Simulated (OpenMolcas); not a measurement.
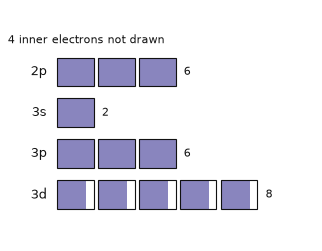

*The outer shells of the leading configuration of the lowest level: a box for each of the 2l + 1 orbitals, shaded by the share of the shell that is filled, with the electron count at the right.*

# Cu³⁺ complex: multiconfigurational calculation

Cu³⁺ with 6 ligands (Br; octahedron, 2.45 Å), neutralised by 6 outer point charges of +0.5 e, whose field is part of the energies. Computed at this level: state-averaged CASSCF, active space 8 electrons in the shell 3d, basis ANO-RCC-VTZP on the metal and ANO-RCC-VDZP on the ligands, DKH2 scalar Hamiltonian, spin-orbit coupling by RASSI with atomic mean-field integrals (OpenMolcas).

## Input file
```
&GATEWAY
Coord
7

Cu 0.0 0.0 0.0
Br 2.450000 0.000000 0.000000
Br 0.000000 2.450000 0.000000
Br -2.450000 0.000000 0.000000
Br 0.000000 -2.450000 0.000000
Br 0.000000 0.000000 2.450000
Br 0.000000 0.000000 -2.450000
Basis=Cu.ANO-RCC-VTZP,Br.ANO-RCC-VDZP
Group=XYZ
NoMove
AngMom=0.0 0.0 0.0
AMFI
RICD
XField
3 Angstrom 0
5.650000 0.000000 0.000000 0.500000
0.000000 5.650000 0.000000 0.500000
0.000000 0.000000 5.650000 0.500000
&SEWARD
&RASSCF
FileOrb=start.orb
Symmetry=1
Spin=3
nActEl=8 0 0
Inactive=57 60
Ras2=5 0
CIRoot=10 10 1
SDav=10
CIMx=300
Iter=150 100
PrWF=0.3
OrbListing=Nothing
MaxOrb=0
LevShft=1.0
>>> COPY $Project.JobIph JOB001
&RASSCF
FileOrb=start.orb
Symmetry=1
Spin=1
nActEl=8 0 0
Inactive=57 60
Ras2=5 0
CIRoot=15 15 1
SDav=15
CIMx=300
Iter=150 100
PrWF=0.3
OrbListing=Nothing
MaxOrb=0
LevShft=1.0
>>> COPY $Project.JobIph JOB002
&RASSI
NrOfJobIphs=2 10 15
1 2 3 4 5 6 7 8 9 10
1 2 3 4 5 6 7 8 9 10 11 12 13 14 15
IphNames
JOB001
JOB002
EJob
SpinOrbit
DIPRint=1.0
SOCoupling=1000.0
Subsets=2
Property=9
'ANGMOM' 1 'ANGMOM' 2 'ANGMOM' 3 'MLTPL  1' 1 'MLTPL  1' 2 'MLTPL  1' 3
'AMFI' 1 'AMFI' 2 'AMFI' 3
SOProperty=3
'ANGMOM' 1 'ANGMOM' 2 'ANGMOM' 3
```

The file start.orb holds starting orbitals from an earlier step. A driver script formed the levels outside the program, from RASSI's spin-orbit matrix and the active-space energies, averaged over the components of each term or state.

Hardware: 1 thread of Arm Neoverse V1, 24 GiB of memory available, shared host.

Launched with:
```bash
OMP_NUM_THREADS=1 MOLCAS_MEM=2457 MOLCAS_PROJECT=a pymolcas a.inp > a.log  # once for each step of the input, in one work folder
```

## Log (extracts)
```
--- SEWARD ---
Basis set label: CU.ANO-RCC...6S5P3D2F1G.

      Electronic valence basis set:
      ------------------
      Associated Effective Charge  29.000000 au
      Associated Actual Charge     29.000000 au
      Nuclear Model: Point charge

      Shell  nPrim  nBasis  Cartesian Spherical Contaminant
         s      21       6        X
         p      15       5        X
         d      10       3                 X
         f       6       2                 X
         g       4       1                 X
                  Relativistic Douglas-Kroll-Hess integrals:
                    - DKH order of Hamiltonian: 2
                    - DKH order of Properties : 0
                  Atomic mean-field integrals
--- RASSCF ---
Wave function specifications:
      -----------------------------

      Number of closed shell electrons         234
      Number of electrons in active shells       8
      Max number of holes in RAS1 space          0
      Max nr of electrons in RAS3 space          0
      Number of inactive orbitals              117
      Number of active orbitals                  5
      Number of secondary orbitals              99
      Spin quantum number                      1.0
      State symmetry                             1
Orbital specifications:
      -----------------------

      Symmetry species                           1   2
                                                ag  au
      Frozen orbitals                            0   0
      Inactive orbitals                         57  60
      Active orbitals                            5   0
      RAS1 orbitals                              0   0
      RAS2 orbitals                              5   0
      RAS3 orbitals                              0   0
      Secondary orbitals                        49  50
      Deleted orbitals                           0   0
      Number of basis functions                111 110
      Number of CSFs                            10
      Number of root(s) required                10
      Iter CI   SX   CI       RASSCF       Energy    max ROT     max BLB   max BLB  Level Ln srch  Step   QN
          iter iter root      energy       change     param      element    value   shift minimum  type update
 Nr of preliminary CI iterations:   1
      Total energies have been shifted. Add               -17000.00 au
        1   1   16    0  -278.88099760    0.00E+00  -7.91E-02   60  66 1  6.62E-01*  2.23   0.00    SX    NO
        2   1   17    0  -279.48749569   -6.06E-01* -6.93E-02   13  61 2  2.02E-01*  1.76   0.00    SX    NO
        3   1   17    0  -279.68095637   -1.93E-01* -6.71E-02   13  61 2  1.30E-01*  1.65   0.00    SX    NO
        4   1   16    0  -279.75278359   -7.18E-02* -5.05E-02   13  61 2  7.67E-02*  1.53   0.00    SX    NO
        5   1   16    0  -279.78264120   -2.99E-02* -5.71E-02   13  61 2  4.55E-02*  1.48   2.50    LS   YES
        6   1   16    0  -279.80013717   -1.75E-02* -4.07E-02   60  72 1 -2.03E-02*  1.41   1.46    QN   YES
        7   1   15    0  -279.80659767   -6.46E-03* -2.74E-02   62  68 1 -1.68E-02*  1.37   1.76    LS   YES
        8   1   15    0  -279.80805866   -1.46E-03* -1.30E-02   58  64 1 -1.83E-02*  1.35   1.13    QN   YES
        9   1   14    0  -279.81007738   -2.02E-03* -1.11E-02   13  61 2 -8.08E-03*  1.36   1.89    LS   YES
       10   1   14    0  -279.81065146   -5.74E-04* -1.26E-02   62  68 1  9.94E-03*  1.37   1.05    QN   YES
        ...
       19   1    9    0  -279.81193146   -2.67E-07* -1.20E-04    6  63 2 -7.17E-05   1.33   1.44    QN   YES
       20   1    8    0  -279.81193154   -8.48E-08* -5.95E-05   55 108 2 -3.33E-05   1.33   1.44    QN   YES
       21   1    7    0  -279.81193156   -2.41E-08* -1.58E-05   55  63 2 -1.70E-05   1.33   1.33    QN   YES
       22   1    7    0  -279.81193157   -5.63E-09  -1.46E-05    6  73 2 -9.38E-06   1.33   1.30    QN   YES
      Convergence after 22 iterations
       23   1    7    0  -279.81193157   -1.36E-09  -1.46E-05   13  61 2 -4.69E-06   1.33   1.30    QN   YES
      Natural orbitals and occupation numbers for root  1
      sym 1:   2.000000   1.000000   1.000000   2.000000   2.000000
      Natural orbitals and occupation numbers for root  2
      sym 1:   1.999742   1.000258   1.999742   1.000258   2.000000
      Natural orbitals and occupation numbers for root  3
      sym 1:   1.999329   1.000671   1.000671   2.000000   1.999329
::    RASSCF root number  1 Total energy: -17279.87199690
::    RASSCF root number  2 Total energy: -17279.84919424
::    RASSCF root number  3 Total energy: -17279.84919424
::    RASSCF root number  4 Total energy: -17279.84919424
::    RASSCF root number  5 Total energy: -17279.81644626
::    RASSCF root number  6 Total energy: -17279.81644626
::    RASSCF root number  7 Total energy: -17279.81644626
::    RASSCF root number  8 Total energy: -17279.75013244
::    RASSCF root number  9 Total energy: -17279.75013244
::    RASSCF root number 10 Total energy: -17279.75013244
--- RASSCF ---
Wave function specifications:
      -----------------------------

      Number of closed shell electrons         234
      Number of electrons in active shells       8
      Max number of holes in RAS1 space          0
      Max nr of electrons in RAS3 space          0
      Number of inactive orbitals              117
      Number of active orbitals                  5
      Number of secondary orbitals              99
      Spin quantum number                      0.0
      State symmetry                             1
Orbital specifications:
      -----------------------

      Symmetry species                           1   2
                                                ag  au
      Frozen orbitals                            0   0
      Inactive orbitals                         57  60
      Active orbitals                            5   0
      RAS1 orbitals                              0   0
      RAS2 orbitals                              5   0
      RAS3 orbitals                              0   0
      Secondary orbitals                        49  50
      Deleted orbitals                           0   0
      Number of basis functions                111 110
      Number of CSFs                            15
      Number of root(s) required                15
      Iter CI   SX   CI       RASSCF       Energy    max ROT     max BLB   max BLB  Level Ln srch  Step   QN
          iter iter root      energy       change     param      element    value   shift minimum  type update
 Nr of preliminary CI iterations:   1
      Total energies have been shifted. Add               -17000.00 au
        1   1   10    0  -279.73378995    0.00E+00   1.48E-02   61  67 1 -1.46E-02*  1.38   0.00    SX    NO
        2   1   11    0  -279.73503201   -1.24E-03* -1.34E-02   61  67 1 -9.23E-03*  1.37   0.00    SX    NO
        3   1   11    0  -279.73599578   -9.64E-04* -1.21E-02   61  67 1 -7.65E-03*  1.36   0.00    SX    NO
        4   1   11    0  -279.73678212   -7.86E-04* -1.11E-02   61  67 1 -5.96E-03*  1.36   0.00    SX    NO
        5   1   11    0  -279.73743684   -6.55E-04* -7.93E-02   61  67 1 -5.22E-03*  1.35   2.50    QN   YES
        6   1   12    0  -279.74056380   -3.13E-03* -4.24E-02   60  66 1 -6.07E-03*  1.30   1.66    LS   YES
        7   1   12    0  -279.74111402   -5.50E-04* -1.51E-02   60  66 1 -1.02E-02*  1.27   1.19    QN   YES
        8   1   11    0  -279.74133757   -2.24E-04* -7.60E-03   61  67 1  5.00E-03*  1.27   1.15    QN   YES
        9   1   10    0  -279.74142246   -8.49E-05* -2.13E-03   51  63 1 -2.76E-03*  1.27   1.64    QN   YES
       10   1   10    0  -279.74146131   -3.89E-05* -7.24E-04   61  73 1  1.13E-03*  1.27   1.35    QN   YES
       11   1    9    0  -279.74146985   -8.54E-06*  6.33E-04   61  73 1  5.42E-04*  1.27   1.38    QN   YES
       12   1    9    0  -279.74147182   -1.97E-06*  2.38E-04   61  67 1 -2.41E-04*  1.27   1.33    QN   YES
       13   1    8    0  -279.74147224   -4.27E-07* -1.00E-04   61  73 1 -9.96E-05   1.27   1.40    QN   YES
       14   1    7    0  -279.74147235   -1.08E-07*  8.84E-05   61  73 1 -6.54E-05   1.27   1.42    QN   YES
       15   1    6    0  -279.74147238   -2.60E-08*  4.00E-05   60  66 1 -2.68E-05   1.27   1.50    QN   YES
       16   1    6    0  -279.74147238   -8.85E-09   3.46E-05   61  67 1  2.04E-05   1.27   1.41    QN   YES
      Convergence after 16 iterations
       17   1    6    0  -279.74147239   -3.10E-09   3.46E-05   61  73 1  1.12E-05   1.27   1.41    QN   YES
      Natural orbitals and occupation numbers for root  1
      sym 1:   1.999821   1.008224   1.008224   1.993069   1.990661
      Natural orbitals and occupation numbers for root  2
      sym 1:   1.989213   1.008224   1.008224   1.995965   1.998373
      Natural orbitals and occupation numbers for root  3
      sym 1:   1.954771   1.067844   1.067844   1.954771   1.954771
::    RASSCF root number  1 Total energy: -17279.82149364
::    RASSCF root number  2 Total energy: -17279.82149364
::    RASSCF root number  3 Total energy: -17279.78465908
::    RASSCF root number  4 Total energy: -17279.78050092
::    RASSCF root number  5 Total energy: -17279.78050092
::    RASSCF root number  6 Total energy: -17279.78050092
::    RASSCF root number  7 Total energy: -17279.76087524
::    RASSCF root number  8 Total energy: -17279.76087524
::    RASSCF root number  9 Total energy: -17279.76087524
::    RASSCF root number 10 Total energy: -17279.69543710
::    RASSCF root number 11 Total energy: -17279.69543710
::    RASSCF root number 12 Total energy: -17279.69543710
::    RASSCF root number 13 Total energy: -17279.69486172
::    RASSCF root number 14 Total energy: -17279.69486172
::    RASSCF root number 15 Total energy: -17279.59427626
--- RASSI ---
SPIN-FREE ENERGIES:
  (Shifted by EMIN (a.u.) =     -17279.8719968961)

 SF State       Relative EMIN(au)   Rel lowest level(eV)    D:o, cm**(-1)

     1             0.0000000000        0.0000000000              0.0000
     2             0.0228026555        0.6204918669           5004.6044
     3             0.0228026555        0.6204918669           5004.6044
     4             0.0228026555        0.6204918669           5004.6044
    11             0.0505032583        1.3742636693          11084.1840
    12             0.0505032583        1.3742636693          11084.1840
     7             0.0555506364        1.5116098237          12191.9554
     5             0.0555506364        1.5116098237          12191.9554
     6             0.0555506364        1.5116098237          12191.9554
    13             0.0873378140        2.3765829905          19168.4345
    14             0.0914959740        2.4897322898          20081.0452
    15             0.0914959764        2.4897323541          20081.0457
    16             0.0914959779        2.4897323942          20081.0460
    17             0.1111216553        3.0237742816          24388.3843
    18             0.1111216553        3.0237742816          24388.3843
    19             0.1111216578        3.0237743511          24388.3849
     8             0.1218644564        3.3161007920          26746.1566
     9             0.1218644564        3.3161007920          26746.1566
    10             0.1218644569        3.3161008071          26746.1568
    20             0.1765597980        4.8044368599          38750.3966
    21             0.1765597980        4.8044368599          38750.3966
    22             0.1765597994        4.8044368961          38750.3969
    23             0.1771351792        4.8200937784          38876.6782
    24             0.1771351802        4.8200938057          38876.6784
    25             0.2777206411        7.5571636324          60952.6353
     Dipole printing threshold changed to   1.00000000E+00
Eigenvalues of complex Hamiltonian:
   -----------------------------------
  (Shifted by EMIN (a.u.) =     -17279.8719968961)

 SO State       Relative EMIN(au)   Rel lowest level(eV)    D:o, cm**(-1)

     1            -0.0006940947        0.0000000000              0.0000
     2            -0.0006940947        0.0000000002              0.0000
     3            -0.0006940947        0.0000000000              0.0000
     4             0.0208549811        0.5863802252           4729.4755
     5             0.0208549811        0.5863802244           4729.4755
     6             0.0214554840        0.6027207410           4861.2706
     7             0.0214554840        0.6027207410           4861.2706
     8             0.0214554840        0.6027207403           4861.2706
     9             0.0241328663        0.6755760259           5448.8881
    10             0.0241328663        0.6755760259           5448.8881
    11             0.0241328664        0.6755760270           5448.8881
    12             0.0248175004        0.6942058679           5599.1479
    13             0.0494912055        1.3656115892          11014.4003
    14             0.0494912056        1.3656115893          11014.4003
    15             0.0520532864        1.4353293610          11576.7120
    16             0.0542139797        1.4941248215          12050.9294
    17             0.0542139798        1.4941248227          12050.9294
    18             0.0542139797        1.4941248213          12050.9294
    19             0.0572243849        1.5760421189          12711.6370
    20             0.0572243849        1.5760421204          12711.6370
    21             0.0572243849        1.5760421203          12711.6370
    22             0.0587638468        1.6179330121          13049.5098
    23             0.0587638468        1.6179330106          13049.5098
    24             0.0876423025        2.4037558243          19387.5982
    25             0.0910052459        2.4952661764          20125.6790
    26             0.0910052482        2.4952662394          20125.6795
    27             0.0910052497        2.4952662786          20125.6798
    28             0.1112434042        3.0459745190          24567.4413
    29             0.1112434042        3.0459745191          24567.4413
    30             0.1112434068        3.0459745883          24567.4419
    31             0.1214960283        3.3249626315          26817.6322
    32             0.1214960286        3.3249626420          26817.6323
    33             0.1219266454        3.3366803205          26912.1417
    34             0.1219266458        3.3366803305          26912.1418
    35             0.1219266457        3.3366803293          26912.1418
    36             0.1224116908        3.3498790778          27018.5969
    37             0.1224116910        3.3498790847          27018.5969
    38             0.1224116911        3.3498790854          27018.5969
    39             0.1227787381        3.3598669444          27099.1545
    40             0.1766933174        4.8269573861          38932.0369
    41             0.1766933174        4.8269573861          38932.0369
Weights of the five most important spin-orbit-free states for each spin-orbit state.

 SO State  Total energy (au)           Spin-free states, spin, and weights
 -------------------------------------------------------------------------------------------------------
    1        -0.000694       1 1.0  0.9735    3 1.0  0.0130    4 1.0  0.0110    2 1.0  0.0022   14 0.0  0.0003
    2        -0.000694       1 1.0  0.9735    2 1.0  0.0130    4 1.0  0.0124    3 1.0  0.0008   16 0.0  0.0002
    3        -0.000694       1 1.0  0.9735    3 1.0  0.0124    2 1.0  0.0109    4 1.0  0.0028   15 0.0  0.0002
    4         0.020855       4 1.0  0.6493    2 1.0  0.1810    3 1.0  0.1451    6 1.0  0.0087    7 1.0  0.0081
    5         0.020855       3 1.0  0.5051    2 1.0  0.4692    5 1.0  0.0112   11 0.0  0.0067    7 1.0  0.0031
    6         0.021455       4 1.0  0.4954    3 1.0  0.4186    2 1.0  0.0770    5 1.0  0.0041    6 1.0  0.0037
    7         0.021455       4 1.0  0.4954    2 1.0  0.4187    3 1.0  0.0768    5 1.0  0.0041    7 1.0  0.0037
    8         0.021455       3 1.0  0.4955    2 1.0  0.4953    6 1.0  0.0041    7 1.0  0.0041   18 0.0  0.0007
    9         0.024133       4 1.0  0.4828    3 1.0  0.4702    1 1.0  0.0260    2 1.0  0.0127    5 1.0  0.0037
   10         0.024133       4 1.0  0.4824    2 1.0  0.4702    1 1.0  0.0260    3 1.0  0.0131    5 1.0  0.0037
   11         0.024133       2 1.0  0.4828    3 1.0  0.4824    1 1.0  0.0260    6 1.0  0.0037    7 1.0  0.0037
   12         0.024818       2 1.0  0.3333    3 1.0  0.3333    4 1.0  0.3333   12 0.0  0.0000   11 0.0  0.0000
```

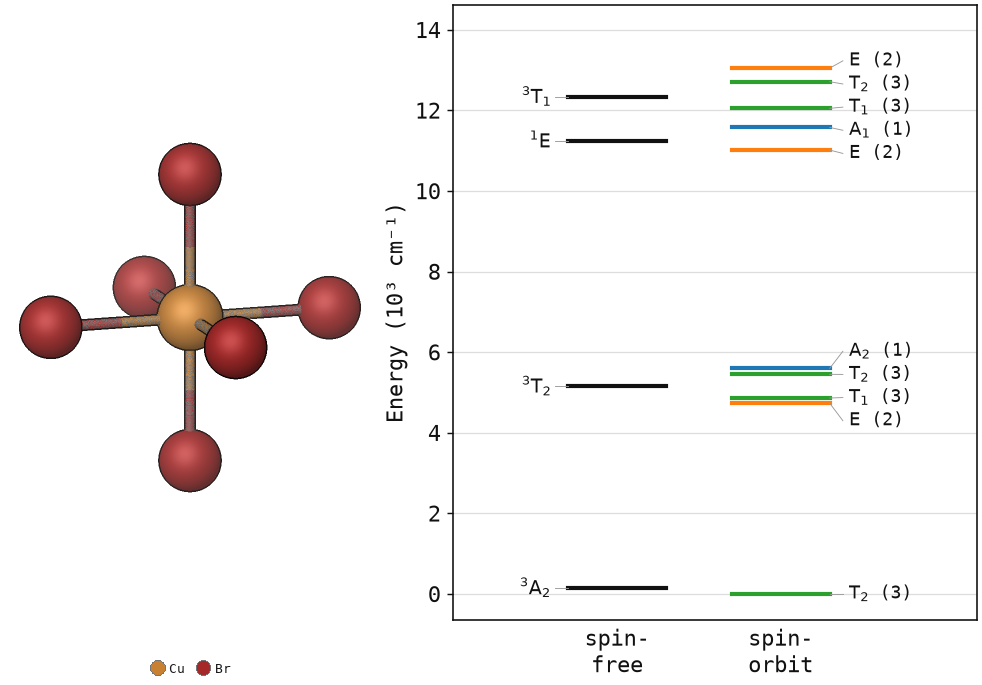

*Cu³⁺ (3d⁸) with 6 ligands, Br⁻, at 2.45 Å (arrangement: octahedron, Oh), neutralised by outer point charges of +0.5 e, and its levels. Labels give the representation in O, Td, D4 or D3 as the site allows (double group for half-integer spin) where it could be assigned and, in brackets, the degeneracy; spin-free states, where drawn, share the zero of the spin-orbit levels.*

The ground level is T₂, 3-fold degenerate, 100 % from states of spin multiplicity 3. The next level lies at 4,730 cm⁻¹ (E). The lowest spin-free state is ³A₂; of the same spin there follow at 5,000 cm⁻¹ (³T₂) and 12,200 cm⁻¹ (³T₁) above it. The active orbitals hold 73 to 96 % metal character (Löwdin), and the Mulliken charge of the metal is +0.45.

## Summary

```
                                 quantity                 value
                                  outcome             converged
      energy of the lowest spin-free term  −17279.87200 hartree
    energy of the lowest spin-orbit level  −17279.87269 hartree
largest spread among components of a term              0.0 cm⁻¹
                                wall time               1.8 min
                              peak memory              0.28 GiB
```

## Remarks

Without dynamic correlation the splittings between terms come out too large, often by 20 to 50 %. Caveats: covalent bonds, ligand orbitals missing from the active space; distances are set from ionic radii, not optimised.
